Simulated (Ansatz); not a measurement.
# HgC2S2N2 (C2/m): G0W0 under other settings

A base run on HgC2S2N2 (C2/m), then changed inputs.

Method: G0W0 on PBE, plane waves, PAW; PAW set soft_1, in Ansatz 0.2.0.

### Step 1. Starting point

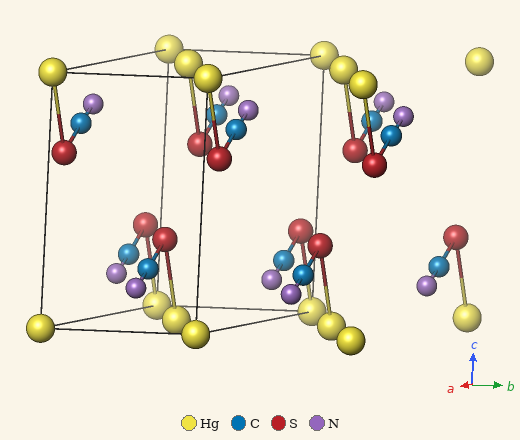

Start, viewed slightly off an axis; mercury yellow, carbon blue, sulfur red, nitrogen purple. 1×2×1 cells are drawn. This picture shows the conventional cell, with its axes. Bonds to atoms that aren't drawn are left out. Some periodic images of atoms are drawn too.

Geometry: measured cell, ions relaxed with PBE. The runs that relaxed it are not among those shown. Spin-orbit coupling is left out unless a step names it.

### Step 2. The base run: 4×4×2 mesh, 319 empty bands, screening to 100 eV, plasmon pole, PAW set soft_1 files

Now the one-shot GW correction: screening in the RPA, then the self-energy of the levels asked for. This step takes PAW set soft_1 files.

Contents of input.yaml:

```yaml
crystal:
  lattice:
    - [5.439, -2.021, 0.0]
    - [5.439, 2.021, 0.0]
    - [-0.5921680587, 0.0, 6.4076955288]
  atoms:
    - { symbol: Hg, position: [0.0, 0.0, 0.0] }
    - { symbol: C, position: [0.2661513025, 0.2661513025, 0.2233405963] }
    - { symbol: C, position: [0.7338486975, 0.7338486975, 0.7766594037] }
    - { symbol: S, position: [0.1320101513, 0.1320101513, 0.3259806969] }
    - { symbol: S, position: [0.8679898487, 0.8679898487, 0.6740193031] }
    - { symbol: "N", position: [0.3633996325, 0.3633996325, 0.1569129335] }
    - { symbol: "N", position: [0.6366003675, 0.6366003675, 0.8430870665] }
kpoints:
  mp_grid: { grid: [4, 4, 2] }
hamiltonian:
  xc: pbe
  pseudopotentials: { kind: paw, azcp: { folder: soft_1 } }
scf:
  occupations: { method: fixed }
gw:
  n_empty_bands: 319
  ecut_chi: 100
  qp_bands: [v2, c2]
  qp_kpoints: band_edges
  screening: { model: godby_needs }
```

Run with:

```
$ ansatz run input.yaml --threads 2 --pin off --max-ram 92160MiB --backend cuda --events-out ev --progress --plain --runs-dir out --devices 1 --max-vram 13GiB
```

Numbers of over 12 decimals in the logs are rounded to 6 here.

The program printed:

```text
GPUs: using 1 of 1 available (devices: 1).
Engine: ansatz 0.2.0, x86_64-unknown-linux-gnu
Pseudopotentials: kind: paw
Pseudopotential: Hg, paw, valence charge 20, recommended cutoff 420 eV (normal), soft_1/Hg.paw.azcp
Pseudopotential: C, paw, valence charge 4, recommended cutoff 420 eV (normal), soft_1/C.paw.azcp
Pseudopotential: S, paw, valence charge 6, recommended cutoff 420 eV (normal), soft_1/S.paw.azcp
Pseudopotential: N, paw, valence charge 5, recommended cutoff 420 eV (normal), soft_1/N.paw.azcp
Functional definition: PBE
  parameter kappa = 0.804
  parameter beta = 0.066725
  exchange = pbe_x(kappa = kappa, mu = beta*pi^2/3)
  correlation = pbe_c(beta = beta)
device memory: the entry about to start is reckoned to put 1.3 GiB on a device that reports 44.5 GiB free (of which the cap on the GPU budget leaves the run 13.0 GiB)
GPU FFT provider: cuFFT
GPU libraries: cuBLAS 13.8.2, cuFFT 12.4.0, cuSOLVER 12.3.4
Crystal: 7 atoms, lattice volume = 140.870 Å³
Basis set: ecut = 420 eV, 2761 PW (Γ)
Bands: 32, of which v1, the nominal top of the filled ones, is band 25 counted from 1 (24 counted from 0)
Symmetry: 4 space group operations
Space group: C2/m (ITA 12), of the structure as read, at distance tolerance 5.2e-5 Å
k-points: 14 of 32
Non-local potential: Hg, projectors of the file, l = 0: 3, l = 1: 2, l = 2: 2, l = 3: 1
Non-local potential: C, projectors of the file, l = 0: 2, l = 1: 2, l = 2: 1
Non-local potential: S, projectors of the file, l = 0: 2, l = 1: 2, l = 2: 1
Non-local potential: N, projectors of the file, l = 0: 2, l = 1: 2, l = 2: 1
PAW form: soft (Blöchl's): semilocal exchange-correlation on the pseudo side does not see the compensation charge
PAW one-centre angular grid: Hg, 590 points (default); XC on 64 Gauss nodes
PAW one-centre angular grid: C, 110 points (default); XC on 64 Gauss nodes
PAW one-centre angular grid: S, 110 points (default); XC on 64 Gauss nodes
PAW one-centre angular grid: N, 110 points (default); XC on 64 Gauss nodes
Initial density: superposition of atomic densities (chi_scale 0.1, normalization cell, long waves kept (reshape's long-wave potential 0.21 eV rms))
Initial wavefunctions: pseudopotential atomic-orbital guess
GPU buffer pool allocated for 72000 grid points (all kernels)
GPU transforms: local potential and band sums: pruned to the plane-wave sphere, on 40×40×45
Functional: x = pbe(κ = 0.804, μ = 0.219515), c = pbe(β = 0.066725)
SCF iter   1: F=—  HF=-16889.568963 eV  |F-HF|=—  |Δ(HF+E_count)|=         —  Δρ=7.42e-2  dr2=7.20e0  ethr=3.10e-3  ⟨swp⟩=5.0  Hψ=1904  notcnv=0  defer=57
preconditioner: auto → Resta (q_TF=auto, 2.296 Å⁻¹)  ε∞=4.0  [insulator: Δε(μ)=2.066 eV  Ē_g=11.703 eV  n_scr=24 (ndim 8)  ℏωp=20.3 eV  f_vac=0.054  ε∞_Penn≈4.0]
[...]
--- Per-component energies (eV) ---
  E_band       = -707.300216
  E_kinetic    = 1205.387510
  E_local      = -5537.312788  (includes V_loc(G=0)·N_el)
  E_nonlocal   = 274.753023
  E_hartree    = 2274.994817
  E_xc         = -592.441125
  E_vxc        = -669.263217  (∫ρ·V_xc dr)
  E_paw        = -11630.683556  (= ΣΔE_a)
  E_vpaw       = -530.847668  (= ΣTr[D̂ρ^β])
  E_aug_tail   = 0.002217  (compensation charges beyond the density's cutoff)
  E_ewald      = -2882.020586
  E_smearing   = -0.000000  (= −TS)
  E_closure    = -0.000000  (closes the sum)
  Σ components = -16887.320488   (vs F -16887.320488, Δ=0.00e0)
--- Band table (eV; the first three rows and the last of 14) ---
  k-point 0: bands = [... 21 lower, 1.2393, 2.1138, 2.3349, 2.9714, 5.3105, 7.2756, 7.5186, 8.3315, ... 3 higher]
  k-point 1: bands = [... 21 lower, 1.4890, 2.0300, 2.3298, 2.9831, 6.1425, 7.4470, 7.9499, 8.5689, ... 3 higher]
  k-point 2: bands = [... 21 lower, 1.2464, 1.5838, 2.3172, 2.6967, 5.5586, 7.2037, 7.9560, 8.3696, ... 3 higher]
  k-point 13: bands = [... 21 lower, 1.8117, 1.9042, 2.9634, 2.9821, 5.9602, 7.7103, 7.8332, 8.2047, ... 3 higher]
--- G₀W₀: ω_p = 22.1225 eV, 32 q-points, 319 empty bands' worth ---
  eigenvalues of the whole cell's RPA ε∞ on this k-mesh (on a slab, of 1 + 4πα/V) = 2.6061, 3.2383, 5.1827; static W/v taken at q = 0 is 0.298785
  GN-PPA: 1218388/3268703 pairs with Re ω̃² < 0 across q-mesh
  gw.qp_kpoints: band_edges: 13 of 14 stored k-points solved, in 1 pass; an edge of the gap read off the rows below is read off those points alone
    valence top: of the k-points left out ik 10 came nearest to being solved in a further pass, in band 25 (counted from 1, as in the quasiparticle table): it holds the edge there only if its correction is more favourable than any solved in that band by at least 0.735 eV; those differ by 0.075 eV
    conduction bottom: of the k-points left out ik 10 came nearest to being solved in a further pass, in band 26 (counted from 1, as in the quasiparticle table): it holds the edge there only if its correction is more favourable than any solved in that band by at least 0.532 eV; those differ by 0.220 eV
    ik  band        ε_KS         Σx   Σc(E_QP)       V_xc       Z   E_QP_lin       E_QP  E_QP is
     0    24      2.3349   -18.3541     2.3559   -15.0051  0.7796     1.3327     1.3418  root
     0    25      2.9714   -19.8068     2.2966   -16.5885  0.7818     2.0431     2.0497  root
     0    26      5.3105   -10.9410    -3.3683   -15.2686  0.8092     6.2743     6.2699  root
     0    27      7.2756    -8.3449    -3.7942   -13.2605  0.8023     8.4034     8.3969  root
     1    24      2.3298   -18.5402     2.3657   -15.2065  0.7789     1.3532     1.3618  root
     1    25      2.9831   -19.6588     2.2898   -16.4245  0.7828     2.0317     2.0387  root
     1    26      6.1425   -11.8164    -3.6835   -16.6796  0.8002     7.3300     7.3222  root
     1    27      7.4470    -7.2599    -4.0528   -12.3381  0.8098     8.4789     8.4724  root
[...]
13    24      2.9634   -18.9209     2.2088   -15.7923  0.7807     2.0371     2.0436  root
    13    25      2.9821   -19.8503     2.2721   -16.6753  0.7822     2.0730     2.0791  root
    13    26      5.9602   -11.3764    -3.5452   -16.0172  0.8042     7.0625     7.0558  root
    13    27      7.7103    -8.7136    -4.1186   -14.2124  0.7910     9.1029     9.0907  root
[key lines of the parts left out:]
SCF converged after 9 iterations
Free energy (F): -16887.320488 eV
Fermi energy:    3.100609 eV
```

It took 39 s on 1 × NVIDIA H100 80GB HBM3 (shared by 6 runs) with 2 threads of AMD EPYC 7R13 (Zen 3), shared host; peak memory 1.6 GiB.

Reading the cycles: dr2 is the Hartree energy of the density residual (eV), the measure of convergence; HF is the Harris–Foulkes estimate of the energy, which meets the free energy F at convergence.

Numbers from this step:

```yaml
bands_summed: 344
plasmon_pole_fit_frequency: 22.12 eV
rpa_eps_infinity_on_this_mesh_eigenvalues: 2.606, 3.238, 5.183
plane_waves_in_the_screening_matrix: 327
q_points_in_the_mesh: 32
g0w0_gap_on_the_mesh: 4.072 eV
k_of_the_valence_top: -0.5, -0.5, 0
k_of_the_conduction_bottom: 0, 0, 0
starting_gap_on_the_mesh: 2.210 eV
z_at_the_valence_top: 0.7831
z_at_the_conduction_bottom: 0.8092
least_direct_g0w0_gap_on_the_computed_points: 4.220 eV
```

The gap on the mesh goes from 2.21 eV to 4.07 eV, a correction of +1.86 eV. Between the two edge states, bare exchange in place of the xc potential would open the gap by 7.45 eV, and correlation takes back 5.59 eV.

### Step 3. Variant: plasmon pole at a typed frequency

Changes to input.yaml since step 2:

```diff
@@ -26 +26,2 @@
   screening: { model: godby_needs }
+  plasmon_pole_fit_frequency: 40
```

The program printed:

```text
GPUs: using 1 of 1 available (devices: 1).
[...]
GPU FFT provider: cuFFT
GPU libraries: cuBLAS 13.8.2, cuFFT 12.4.0, cuSOLVER 12.3.4
Crystal: 7 atoms, lattice volume = 140.870 Å³
Basis set: ecut = 420 eV, 2761 PW (Γ)
Bands: 32, of which v1, the nominal top of the filled ones, is band 25 counted from 1 (24 counted from 0)
Symmetry: 4 space group operations
[...]
k-points: 14 of 32
[...]
GPU buffer pool allocated for 72000 grid points (all kernels)
[...]
SCF iter   1: F=—  HF=-16889.568963 eV  |F-HF|=—  |Δ(HF+E_count)|=         —  Δρ=7.42e-2  dr2=7.20e0  ethr=3.10e-3  ⟨swp⟩=5.0  Hψ=1904  notcnv=0  defer=57
[...]
SCF iter   9: F=-16887.320488 eV  HF=-16887.320488 eV  |F-HF|=3.19e-9  |Δ(HF+E_count)|=   1.21e-6  Δρ=6.04e-6  dr2=5.85e-8  ethr=2.00e-10  ⟨swp⟩=11.4  Hψ=1961  notcnv=0
SCF 1 converged in 9 iterations: F = -16887.320488 eV  dr2 = 5.85e-8
[...]
NSCF: frozen V_eff on 14 k-points, pencils in batches of 32, up to order 128
[...]
NSCF: frozen V_eff on 14 k-points
G₀W₀ screening: q 1/14
[... further progress lines ...]
[...]
SCF converged after 9 iterations
Free energy (F): -16887.320488 eV
[...]
Internal energy: -16887.320488 eV  (E = F + TS)
E sigma→0 (E₀):  -16887.320488 eV
Fermi energy:    3.100609 eV
[...]
--- Band table (eV; the first three rows and the last of 14) ---
  k-point 0: bands = [... 21 lower, 1.2393, 2.1138, 2.3349, 2.9714, 5.3105, 7.2756, 7.5186, 8.3315, ... 3 higher]
  k-point 1: bands = [... 21 lower, 1.4890, 2.0300, 2.3298, 2.9831, 6.1425, 7.4470, 7.9499, 8.5689, ... 3 higher]
  k-point 2: bands = [... 21 lower, 1.2464, 1.5838, 2.3172, 2.6967, 5.5586, 7.2037, 7.9560, 8.3696, ... 3 higher]
  k-point 13: bands = [... 21 lower, 1.8117, 1.9042, 2.9634, 2.9821, 5.9602, 7.7103, 7.8332, 8.2047, ... 3 higher]
--- G₀W₀: ω_p = 40.0000 eV, 32 q-points, 319 empty bands' worth ---
[...]
GN-PPA: 1339024/3268703 pairs with Re ω̃² < 0 across q-mesh
[...]
0    24      2.3349   -18.3541     2.2567   -15.0051  0.7942     1.2403     1.2427  root
     0    25      2.9714   -19.8068     2.2157   -16.5885  0.7951     1.9645     1.9688  root
     0    26      5.3105   -10.9410    -3.4147   -15.2686  0.8236     6.2266     6.2234  root
     0    27      7.2756    -8.3449    -3.8237   -13.2605  0.8233     8.3826     8.3674  root
     1    24      2.3298   -18.5402     2.2673   -15.2065  0.7932     1.2628     1.2634  root
     1    25      2.9831   -19.6588     2.2075   -16.4245  0.7956     1.9519     1.9563  root
     1    26      6.1425   -11.8164    -3.7108   -16.6796  0.8159     7.2972     7.2948  root
     1    27      7.4470    -7.2599    -4.0907   -12.3381  0.8246     8.4399     8.4344  root
[...]
13    24      2.9634   -18.9209     2.1242   -15.7923  0.7931     1.9548     1.9590  root
    13    25      2.9821   -19.8503     2.1916   -16.6753  0.7949     1.9953     1.9986  root
    13    26      5.9602   -11.3764    -3.5833   -16.0172  0.8187     7.0236     7.0177  root
    13    27      7.7103    -8.7136    -4.1293   -14.2124  0.8074     9.0886     9.0799  root
```

Wall time 44 s (1 × NVIDIA H100 80GB HBM3 (shared by 6 runs) with 2 threads); peak memory 1.6 GiB; 60 s of CPU time.

The G0W0 gap on the mesh is 4.105 eV.

Against the base:

```
                   setting  base  variant
plasmon pole fit frequency     -       40
```

```
                                    quantity  variant   base
                    starting gap on the mesh    2.210  2.210
                        G0W0 gap on the mesh    4.105  4.072
least direct G0W0 gap on the computed points    4.255  4.220
                        Z at the valence top    0.795  0.783
                  Z at the conduction bottom    0.824  0.809
```

### Step 4. Outcome

```
base                              : 4.07 eV, 39 s
plasmon pole at a typed frequency : 4.11 eV, 44 s
```

What this shows: Plasmon pole at a typed frequency: the gap moves by +0.03 eV. All runs here use a coarse mesh and modest cutoffs; they test settings and are not final values. The 4×4×2 mesh is coarse for this cell (its supercell is 13 Å along the shortest edge). The RPA ε∞ on it, from the PBE start, is 2.61, 3.24 and 5.18; such meshes misread the long-range screening, most where the gap is narrow. A d shell, filled or nearly so, lies near the gap. One-shot GW converges very slowly in bands there, not always from below, and on a semilocal start the gap tends to come out low; starts rich in exact exchange can overshoot instead. The many-body steps are scalar-relativistic: spin-orbit coupling is not in them.

[Paths, hosts, dates, memory and timing lines, banners, echoed tables and standing remarks are left out of the program output.]

[Logs are printed without paths, hosts, clocks, repeated set-up lines and the standing remarks that a program may print on its own settings, such as how far it seeks lower states.]

[Runs of the session that timed out or met a known fault of the program may be left out.]

[Cells called generated may have been cut or substituted from an entry of the Crystallography Open Database or the Materials Project.]

[Hosts, paths, dates, database ids (printed as entryN), source tags and the programs' standing remarks are cut or masked in the printed files.]
